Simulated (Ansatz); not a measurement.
A series of calculations on C2H6BNSi

Part 1: Relaxation

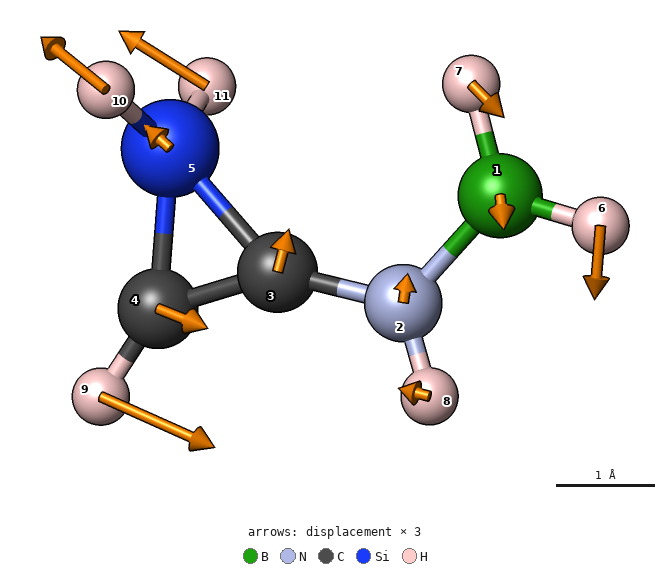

This is a relaxation of C2H6BNSi. The starting structure is drawn; orange arrows show the displacements, magnified 3 times. The two geometries are superimposed by the best rigid fit.

Style: ball-and-stick. Shown at a tilt.

The run prepares an end point of a later path (torsion) calculation, from a guessed geometry.

Level of theory: Ansatz, RKS PBE0-D4/STO-3G. Settings: no spin polarisation; force threshold 0.015 eV/Å; at most 40 steps.

### Atoms of which element are displaced furthest, and by how much?

Hydrogen: up to 0.46 Å, against 0.21 Å for carbon.

### What happened in the run?

The atom that moves furthest after the best rigid fit is H9 (0.46 Å). Largest moves by element: H 0.46 Å, C 0.21 Å, B 0.13 Å, Si 0.13 Å, N 0.11 Å. Near-neighbour distances that change, for instance: C4–Si5 1.653 → 1.801 Å, B1–N2 1.534 → 1.394 Å, C3–C4 1.414 → 1.336 Å, C3–Si5 1.749 → 1.796 Å. Bond angles that change, for instance: H10–Si5–H11 128.2° → 112.8°, N2–C3–C4 151.7° → 138.8°, C3–Si5–H10 111.7° → 120.6°. Over 7 geometry steps the energy falls by 1.514 eV. The largest force component goes from 5.2 to 0.013 eV/Å. The run took 17 s on 1 thread of Intel(R) Xeon(R) Platinum 8488C (Sapphire Rapids), on a shared host, peak memory 0.17 GiB.

Limits of the set-up: STO-3G is a minimal basis, so the numbers are rough.

Part 2: Relaxation

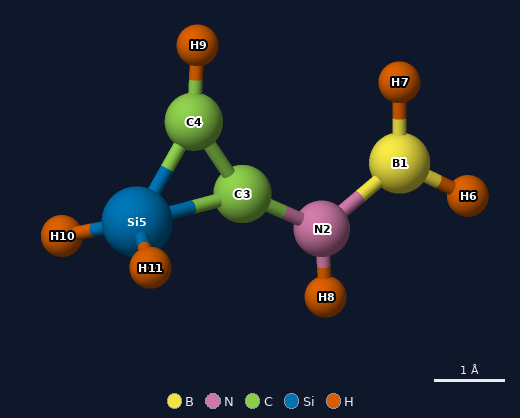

This is the input geometry for a relaxation of C₂H₆BNSi. The picture is a ball-and-stick view, seen at a tilt.

The run prepares an end point of a later path (torsion) calculation, from a guessed geometry.

Method: RKS PBE0-D4/STO-3G in Ansatz 0.2.0.

Input
```yaml
crystal:
  periodic: [false, false, false]
  atoms:
    - { symbol: B, position_ang: [0.2547, 0.8866, 1.9055] }
    - { symbol: "N", position_ang: [-0.6782, -0.0161, 1.0889] }
    - { symbol: C, position_ang: [-0.3841, -0.3479, -0.2701] }
    - { symbol: C, position_ang: [0.37462, -0.19285, -1.45266] }
    - { symbol: Si, position_ang: [-0.90427, -1.21106, -1.69996] }
    - { symbol: H, position_ang: [-0.0788, 1.214, 3.0072] }
    - { symbol: H, position_ang: [1.2034, 1.4047, 1.414] }
    - { symbol: H, position_ang: [-1.4893, -0.4038, 1.524] }
    - { symbol: H, position_ang: [1.30444, 0.28505, -1.80839] }
    - { symbol: H, position_ang: [-0.6034, -2.63494, -1.60847] }
    - { symbol: H, position_ang: [-2.02703, -0.56693, -2.37613] }
basis:
  gaussian: { orbitals: STO-3G }
hamiltonian:
  xc: pbe0
  dispersion: d4
relax:
  f_tol: 0.015
  max_steps: 40
output:
  orbitals: {}
```

Launched with:
```bash
ansatz run input.yaml --threads 1 --pin off --max-ram 2048MiB --backend cpu --events-out ev --progress --plain --runs-dir out
```

Question: Predict the outcome.

Answer: The atom that moves furthest after the best rigid fit is H9 (0.37 Å). Largest moves by element: H 0.37 Å, C 0.20 Å, N 0.13 Å, B 0.09 Å, Si 0.05 Å. Among the contacts that change: C4–Si5 1.653 → 1.799 Å, B1–N2 1.534 → 1.395 Å, C3–C4 1.414 → 1.336 Å, C3–Si5 1.749 → 1.798 Å. Bond angles that change, for instance: H10–Si5–H11 128.2° → 112.5°, N2–C3–C4 151.7° → 138.3°, C3–Si5–H10 111.7° → 120.6°. Over 6 geometry steps the energy falls by 148.6 kJ/mol. Largest force component: 6.6 eV/Å at the start, 0.011 eV/Å at the end. Cost: 17 s on 1 thread of Intel(R) Xeon(R) Platinum 8488C (Sapphire Rapids), with other jobs on the host, peak memory 0.17 GiB.

Final geometry:

```xyz
11

B     0.2573    0.9192    1.8259
N    -0.5894    0.0705    1.1120
C    -0.4396   -0.3394   -0.2476
C     0.4042   -0.1368   -1.2635
Si   -0.9389   -1.2434   -1.7194
H    -0.0086    1.1560    2.9404
H     1.1987    1.3642    1.2949
H    -1.4323   -0.3348    1.5717
H     1.3177    0.4218   -1.4662
H    -0.7436   -2.6720   -1.8065
H    -2.0534   -0.7887   -2.5178
```

After the run, drawn alike:

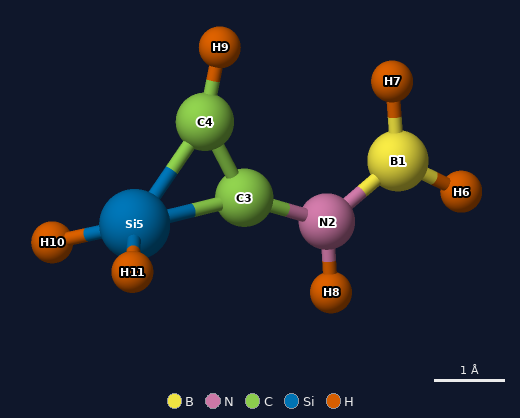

Limits of the set-up: STO-3G is a minimal basis, so the numbers are rough.

Part 3: Path

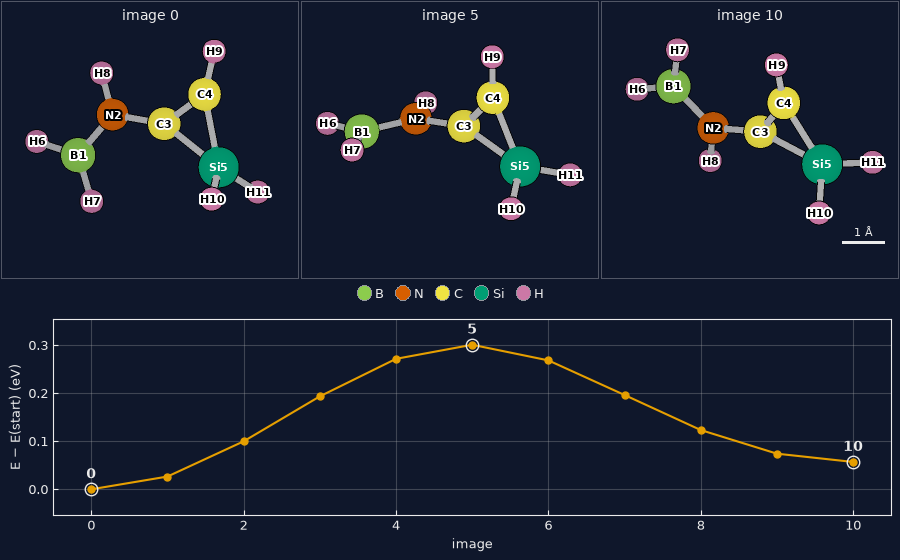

NEB run on C2H6BNSi. Images are numbered from 0 (start) to 10 (end). A ball-and-stick model, seen at a tilt.

Computed with RKS PBE0-D4/STO-3G in Ansatz. Settings: 9 movable images; climbing image; force threshold 0.05 eV/Å; iteration limit 47; starting path through a guess of the saddle point.

Question: What happens along the path, and what is the barrier?

Answer: The motion is a rotation about the N2–C3 bond by about 180°. No bond forms or breaks between the ends. Forward barrier 0.30 eV, backward barrier 0.24 eV, with image 5 at the top; the reaction energy is +0.06 eV. The band is converged.

Limits of the set-up: STO-3G is a minimal basis, so the numbers are rough.

Cost: 3.3 min on 1 thread of Intel(R) Xeon(R) Platinum 8488C (Sapphire Rapids), with other jobs on the host, peak memory 0.2 GiB.
